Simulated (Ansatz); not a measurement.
# Calculations on SiH$_{2}$OCl$_{2}$

### Relaxation

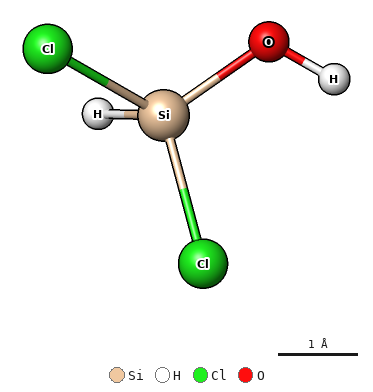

SiH2OCl2, before the relaxation. A ball-and-stick model, seen face on.

The run prepares an end point of a later path (reaction) calculation, from a guessed geometry.

All numbers below come from Ansatz, RKS PBE0-D4/def2-SVP.

Input
```yaml
crystal:
  periodic: [false, false, false]
  atoms:
    - { symbol: Si, position_ang: [0.051765, -0.010092, 0.229171] }
    - { symbol: H, position_ang: [0.1383, -0.064215, 1.679426] }
    - { symbol: Cl, position_ang: [2.122808, 0.060333, -0.006458] }
    - { symbol: O, position_ang: [-0.655797, 1.318476, -0.425753] }
    - { symbol: H, position_ang: [-1.496784, 1.162765, -0.86326] }
    - { symbol: Cl, position_ang: [-0.776792, -1.694367, -0.593226] }
basis:
  gaussian: { orbitals: def2-SVP }
hamiltonian:
  xc: pbe0
  dispersion: d4
relax:
  f_tol: 0.03
  max_steps: 50
output:
  orbitals: {}
```

Launched with:
```bash
ansatz run input.yaml --threads 1 --pin off --max-ram 2048MiB --backend cpu --events-out ev --progress --plain --runs-dir out
```

> What does the optimiser find from here?

After 9 accepted moves (11 points after the start) the energy has fallen by 22.7 kJ/mol. Largest force component: 1.3 eV/Å at the start, 0.006 eV/Å at the end. The line search rejected the trial steps at points 5, 9 of the run. The largest move after the best rigid fit is that of H5, 0.58 Å. Largest moves by element: H 0.58 Å, Cl 0.39 Å, O 0.38 Å, Si 0.10 Å. Near-neighbour distances that change, for instance: Si1–Cl3 2.086 → 2.056 Å, Si1–H2 1.454 → 1.473 Å, Si1–Cl6 2.049 → 2.056 Å. Among the angles between lasting bonds that change: H2–Si1–Cl3 93.1° → 110.1°, H2–Si1–O4 117.0° → 107.4°, Cl3–Si1–Cl6 112.6° → 107.2°. Groups turn about Si1–O4 by about 75°.

History of the run:

```csv
step,"E − E(0), kJ/mol","largest force component, eV/Å",note
0,0.00,1.3114,
1,-15.56,0.5377,
2,-17.31,0.5477,
3,-17.80,0.4499,
4,-18.86,0.1767,
5,-11.90,2.4133,rejected
6,-20.04,0.1681,
7,-21.29,0.2416,
8,-22.47,0.0809,
9,-22.21,0.3447,rejected
10,-22.55,0.0357,
11,-22.65,0.0060,
```

The structure at the end:

```xyz
6

Si    0.0275   -0.0563    0.3120
H    -0.0052   -0.1063    1.7836
Cl    1.9631    0.1680   -0.3433
O    -0.9038    1.2093   -0.1576
H    -1.0171    1.3763   -1.0987
Cl   -0.6810   -1.8181   -0.4761
```

The end point in the same view:

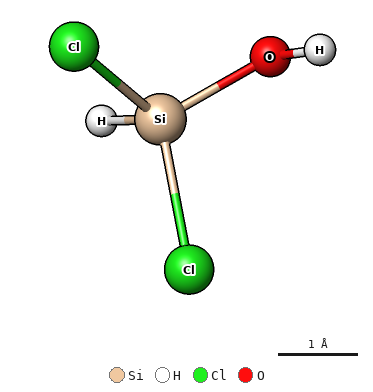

### Relaxation

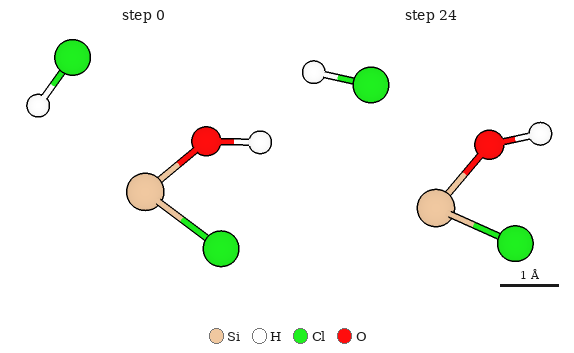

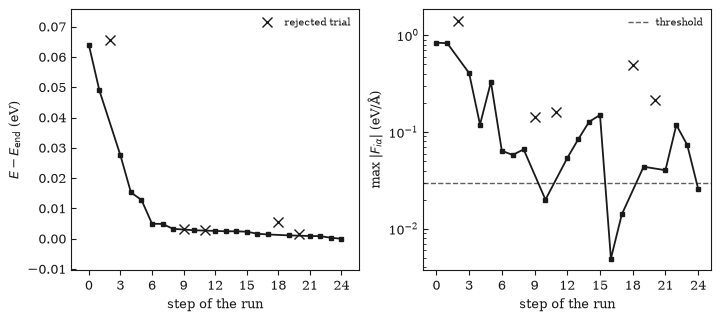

First and last geometry of a relaxation of SiH2OCl2, with the history of the run. The picture is a ball-and-stick view, seen from a free direction.

The run prepares an end point of a later path (reaction) calculation, from a guessed geometry.

Theory: Ansatz 0.2.0, RKS PBE0-D4/def2-SVP.

Input file:
```yaml
crystal:
  periodic: [false, false, false]
  atoms:
    - { symbol: Si, position_ang: [-0.877504, -0.079751, 0.469342] }
    - { symbol: H, position_ang: [1.504955, 0.008021, 1.649481] }
    - { symbol: Cl, position_ang: [2.441567, 0.035497, 0.701635] }
    - { symbol: O, position_ang: [-1.19121, 1.263323, -0.446578] }
    - { symbol: H, position_ang: [-1.36195, 1.163761, -1.390879] }
    - { symbol: Cl, position_ang: [-1.132358, -1.617951, -0.9631] }
basis:
  gaussian: { orbitals: def2-SVP }
hamiltonian:
  xc: pbe0
  dispersion: d4
relax:
  f_tol: 0.03
  max_steps: 50
```

Command:
```bash
ansatz run input.yaml --threads 1 --pin off --max-ram 2048MiB --backend cpu --events-out ev --progress --plain --runs-dir out
```

> Did the run converge, and what did it change?

It converged. The energy falls by 0.064 eV in 19 accepted moves (24 points after the start). The largest force component goes from 0.84 to 0.026 eV/Å. The line search rejected the trial steps at points 2, 9, 11, 18, 20 of the run. The forces were under the threshold at step 10, but the run went on from there. H2 moves most after the best rigid fit: 0.62 Å. Largest moves by element: H 0.62 Å, Cl 0.53 Å, Si 0.30 Å, O 0.09 Å. Some distances before and after: Si1–Cl3 3.329 → 3.145 Å, H2–Cl3 1.333 → 1.288 Å, Si1–Cl6 2.117 → 2.129 Å, Si1–O4 1.656 → 1.660 Å. The run took 61 s on 1 thread of Arm Neoverse V1, on a shared host, peak memory 0.14 GiB.

Limits of the set-up: the start holds two separate molecules, 2.7 Å apart at their closest, whose relative position is a soft coordinate.

### Path

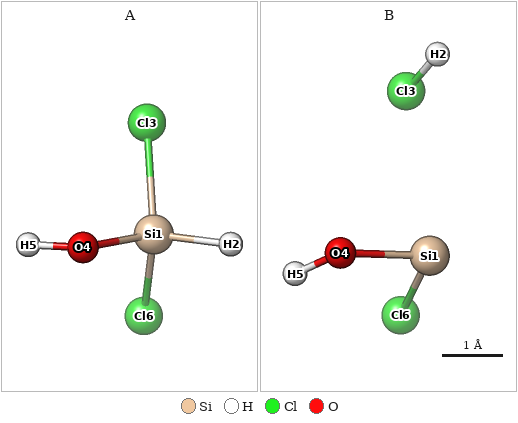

The two relaxed end points of a path for SiH$_{2}$OCl$_{2}$. A ball-and-stick model, seen from a free direction.

Theory: RKS PBE0-D4/def2-SVP (Ansatz 0.2.0).

Run with 5 movable images; climbing image; force threshold 0.03 eV/Å; iteration limit 60.

Start:
```xyz
6

Si    0.0275   -0.0542    0.3132
H    -0.0001   -0.0903    1.7854
Cl    1.9620    0.1524   -0.3511
O    -0.8979    1.2126   -0.1648
H    -1.0137    1.3714   -1.1070
Cl   -0.6944   -1.8190   -0.4558
```

End:
```xyz
6

Si   -1.1488   -0.3150    0.3899
H     1.8161    0.4522    1.8891
Cl    1.9701   -0.1110    0.7406
O    -1.2640    1.1525   -0.3781
H    -1.1423    1.1880   -1.3360
Cl   -0.8477   -1.5938   -1.2856
```

### Predict the minimum-energy path and its barrier.

The highest point, image 3, lies 2.93 eV above the start and 0.59 eV above the end; the end is at +2.33 eV relative to the start. Breaking: Si1–Cl3 (2.06 → 2.55 at the top → 3.15 Å), Si1–H2 (1.47 → 1.62 at the top → 3.41 Å). Forming: H2–Cl3 (2.91 → 1.62 at the top → 1.29 Å). The band converged in 18 iterations. The largest component of the band force went from 23 to 0.017 eV/Å. The climbing image converged on the top of the path. Its vibrational analysis gives one imaginary mode (917i cm⁻¹), as a transition state must have.

Energies of the converged images:

```csv
image,path (Å),E (eV)
0,0.00,0.000
1,0.50,0.274
2,1.00,1.731
3,1.49,2.926
4,2.11,2.442
5,2.73,2.350
6,3.35,2.332
```

The geometry at the top of the path:

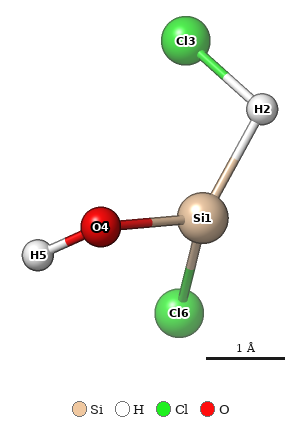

The run took 3.7 min on 1 thread of Arm Neoverse V1, on a shared host, peak memory 0.16 GiB.
